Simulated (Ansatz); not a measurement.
MgGeSb₂ (space group P-4m2, No. 115). Coordinates: the end point of a relaxation with DFT, PBE, plane waves, PAW in Ansatz; the starting structure was generated, so it need not be a known form of this composition.

```
CELL_PARAMETERS angstrom
4.46602 0.00000 0.00000
0.00000 4.46602 0.00000
0.00000 0.00000 6.51101
ATOMIC_POSITIONS crystal
Mg 0.00000 0.00000 0.00000
Sb 0.00000 0.50000 0.25899
Ge 0.50000 0.50000 0.50000
Sb 0.50000 0.00000 0.74101
```

Bonds are taken as Ge–Sb below 3.1 Å; Mg is left out of the net, as the electropositive filling of the structure. Simplification: prune 0- and 1-connected atoms, fold 2-connected ones into links.

What net does this leave?

The result is a uninodal 4-connected, two-periodic (layers) net: Ge is a 4-connected node. Sb becomes part of the edges. It is the sql net, known from the square lattice. The layers lie parallel to (001).

| node | links | point symbol | coordination sequence |
| --- | --- | --- | --- |
| Ge | 4 | 4⁴·6² | 4 8 12 16 |

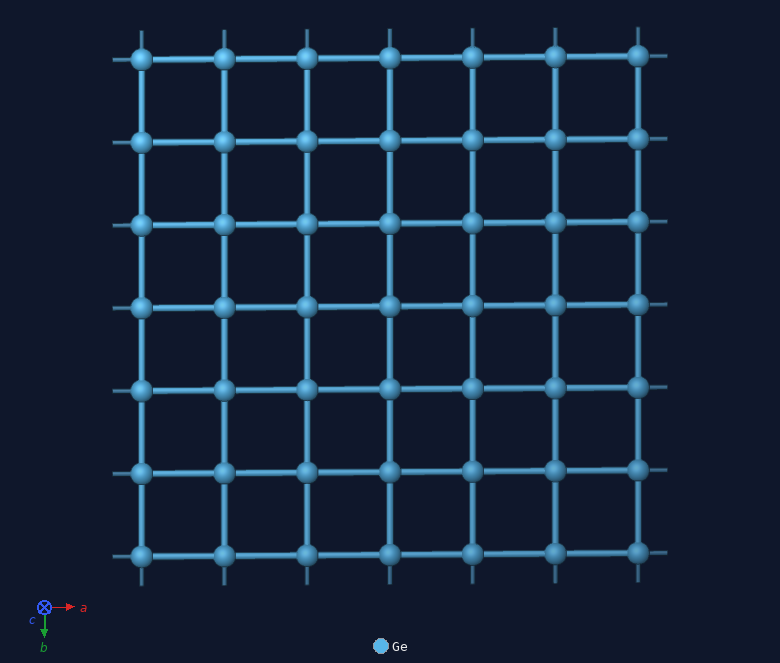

Nodes are coloured by element. One layer is drawn. Edges to nodes outside the piece are drawn as stubs.
